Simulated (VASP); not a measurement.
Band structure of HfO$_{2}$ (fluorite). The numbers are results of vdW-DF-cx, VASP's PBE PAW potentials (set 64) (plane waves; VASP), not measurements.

Unless said otherwise, spin-orbit coupling is left out, though it shifts the bands of the heavy elements here.

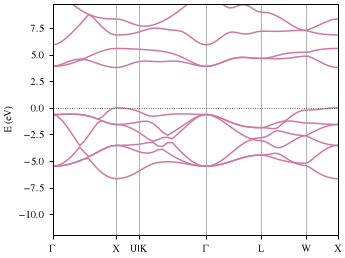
Fig. 1. Bands along high-symmetry lines, zero at the valence-band maximum or, without a gap, the Fermi level

Task: Read the plot: is there a gap, and where are the band edges?

Result: The gap is direct, 3.79 eV, from the valence maximum at X to the conduction minimum at X. (Edges off the drawn lines would not show.)

The compound is HfO2 in the fluorite structure, the high-temperature cubic form, which is unstable at 0 K; the monoclinic form is the stable one. It was relaxed first.
